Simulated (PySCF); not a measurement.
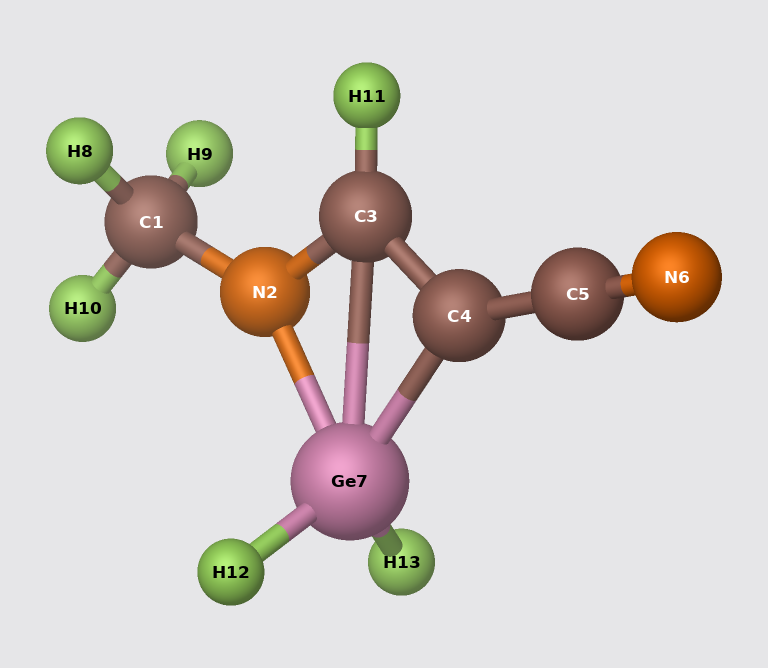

The geometry was computed by an optimisation with GFN2-xTB. No frequency run is at hand to confirm it as a minimum. Level of theory: B3LYP/pcJ-1 (pcSseg-1 on Ge) indirect spin-spin coupling, non-relativistic, gas phase (PySCF 2.14.0). Isotopes: 13C, 1H, 15N.

Give the spin–spin coupling constants of these pairs, with the number of bonds between them: C1/N2, N2/C3, C5/N6, N2/H12, N2/C4, N2/H10, N2/H13, N2/H8, N2/H9, N2/H11, C4/N6, N2/C5.

```
   pair  bonds apart  J (Hz)
 C1, N2            1   −10.0
 N2, C3            1   −10.2
 C5, N6            1   −23.3
N2, H12            2    −1.1
 N2, C4            2   −11.4
N2, H10            2     0.7
N2, H13            2    −1.1
 N2, H8            2     1.1
 N2, H9            2     1.0
N2, H11            2    −2.1
 C4, N6            2     4.8
 N2, C5            3    −5.9
```

The geometry is semi-empirical. Around Ge such bond lengths and angles can be off by a tenth of an ångström or more and by several degrees, and values that hang on the shape move with them.
